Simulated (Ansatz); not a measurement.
# Calculations on Si2H6O2 and related structures

## 1. Relaxation

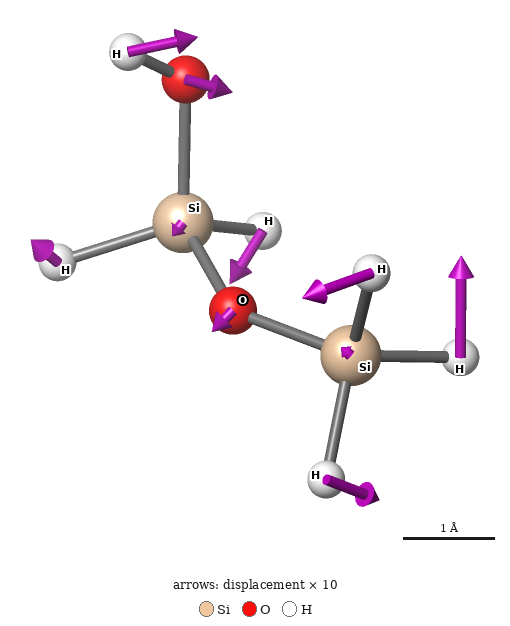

A relaxation of Si₂H₆O₂. The starting structure is drawn; purple arrows show the displacements, magnified 10 times. The two geometries are superimposed by the best rigid fit.

Style: ball-and-stick. Shown from a free direction.

It is one of the separated reactants of a reaction.

Level of theory: RKS PBE0-D4/def2-TZVP (Ansatz 0.2.0). (force threshold 0.005 eV/Å; at most 200 steps)

What did the optimiser do to the structure, and how much energy did it gain?

Answer. After 12 geometry steps the energy has fallen by less than 0.0005 eV. Largest force component: 0.073 eV/Å at the start, 0.00079 eV/Å at the end. An H atom moves most after the best rigid fit: 0.12 Å. By element the largest moves are H 0.12 Å, O 0.06 Å, Si 0.02 Å. Cost: 27 s on 4 threads of Arm Neoverse V2, with other jobs on the host.

## 2. Relaxation

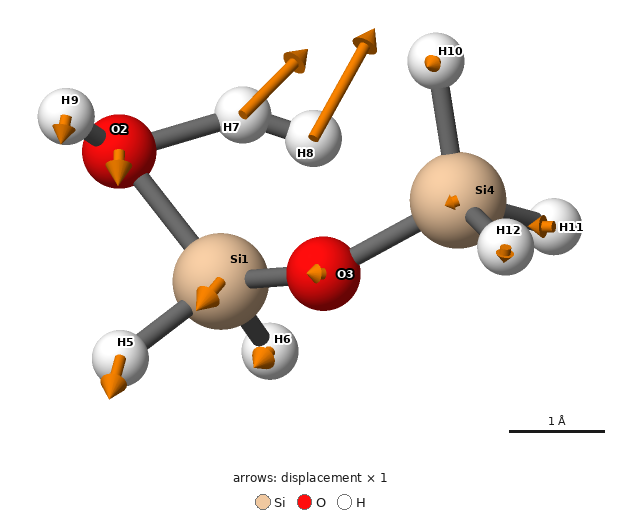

A relaxation of Si$_{2}$H$_{8}$O$_{2}$ (started from a transition state, displaced along its imaginary mode). The starting structure is drawn; orange arrows show the displacements, at their true length. The two geometries are superimposed by the best rigid fit.

Style: ball-and-stick. Shown from a free direction.

Level of theory: RKS PBE0-D4/def2-TZVP in Ansatz.

Input
```yaml
crystal:
  periodic: [false, false, false]
  atoms:
    - {symbol: Si, position_ang: [0.814007, 0.005181, -0.927741]}
    - {symbol: O, position_ang: [1.094881, 1.765225, -0.773710]}
    - {symbol: O, position_ang: [-0.609148, -0.704878, -0.481380]}
    - {symbol: Si, position_ang: [-1.411174, -1.040640, 0.917197]}
    - {symbol: H, position_ang: [0.698265, 0.022782, -2.374292]}
    - {symbol: H, position_ang: [2.021848, -0.810010, -0.594282]}
    - {symbol: H, position_ang: [0.981798, 1.246315, 0.503487]}
    - {symbol: H, position_ang: [0.923562, 0.584016, 0.918151]}
    - {symbol: H, position_ang: [0.470020, 2.359497, -1.189914]}
    - {symbol: H, position_ang: [-1.809916, 0.224805, 1.584360]}
    - {symbol: H, position_ang: [-0.551422, -1.828299, 1.839291]}
    - {symbol: H, position_ang: [-2.622820, -1.823993, 0.578832]}
basis:
  gaussian: {orbitals: def2-TZVP}
hamiltonian: {xc: pbe0, dispersion: d4}
relax: {f_tol: 0.005, max_steps: 200}
```

Launched with:
```bash
ansatz run in.yaml --threads 4 --pin off --events-out ev --progress --plain --max-ram 9574MiB
```

### Atoms of which element are displaced furthest, and by how much?

Hydrogen: up to 1.50 Å, against 0.50 Å for silicon.

### What did the optimiser do to the structure, and how much energy did it gain?

The largest move after the best rigid fit is that of H8, 1.50 Å. Largest moves by element: H 1.50 Å, Si 0.50 Å, O 0.40 Å. Among the contacts that change: Si1–H8 1.938 → 3.919 Å, Si1–H7 1.902 → 3.392 Å, O2–H7 1.383 → 2.678 Å, Si1–O2 1.789 → 1.640 Å. Bond angles that change, for instance: O2–Si1–H5 95.0° → 110.7°, O2–Si1–O3 122.3° → 112.3°, Si1–O3–Si4 137.5° → 146.3°. Groups turn about O3–Si4 by about 20°. After 25 accepted moves (28 points after the start) the energy has fallen by 1.798 eV. The largest force component goes from 1.6 to 0.0022 eV/Å. The line search rejected the trial steps at points 7, 15, 20 of the run. The forces were under the threshold at step 21, but the run went on from there. The run took 74 s on 4 threads of Arm Neoverse V2, with other jobs on the host.

## 3. Reaction

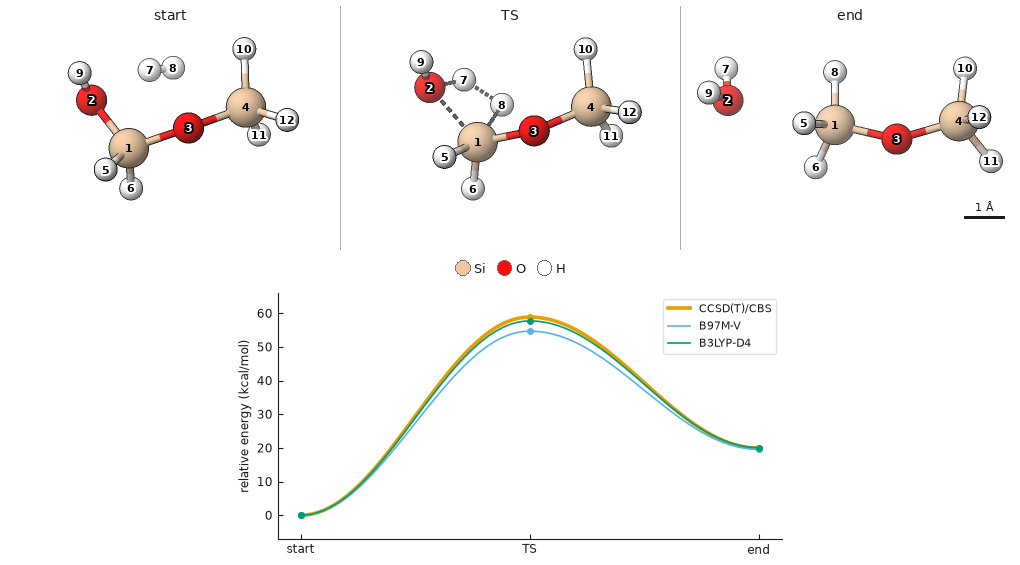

A reaction step of Si₂H₈O₂, with its energy diagram. A ball-and-stick model, seen at a tilt. Dashed sticks mark bonds that form or break.

Stationary points at PBE0-D4/def2-TZVP, single-point energies with CCSD(T)/CBS, B97M-V, B3LYP-D4 (def2-TZVPP where no basis is named; Ansatz 0.2.0). The energies are electronic, without zero-point or thermal terms, and both ends are the relaxed geometries reached downhill from the saddle, with any fragments still in contact. CCSD(T)/CBS stands for a frozen-core estimate: MP2 correlation extrapolated from def2-TZVPP and def2-QZVPP, CCSD(T) minus MP2 from the smaller set.

Question: What happens, and what does it cost?

Answer: Counted by bonded pieces, the start holds H₂ + Si₂H₆O₂ and the end holds H₂O + Si₂H₆O. From the start over the saddle to the end, bonds form: Si1–H8 (3.92 → 1.77 → 1.49 Å), O2–H7 (2.68 → 1.10 → 0.96 Å). Bonds break: Si1–O2 (1.64 → 1.87 → 2.83 Å), H7–H8 (0.75 → 1.18 → 2.78 Å). The saddle has one imaginary mode, 1114i cm⁻¹. The end the end keeps a soft imaginary mode of 22i cm⁻¹, so it isn't quite a minimum. With CCSD(T)/CBS the barrier is 58.9 kcal/mol from the start and 38.9 kcal/mol from the end, and the end lies 19.9 kcal/mol above the start.

```csv
level,barrier from the start (kcal/mol),barrier from the end (kcal/mol),the end less the start (kcal/mol)
CCSD(T)/CBS,58.9,38.9,19.9
B97M-V,54.7,35.1,19.6
B3LYP-D4,57.7,37.6,20.1
```

Against CCSD(T)/CBS, B3LYP-D4 comes closest on the barrier from the start (−1.1 kcal/mol) and B97M-V misses most (−4.2 kcal/mol).

Limits of the set-up: the start holds two separate molecules, 2.7 Å apart at their closest, whose relative position is a soft coordinate.
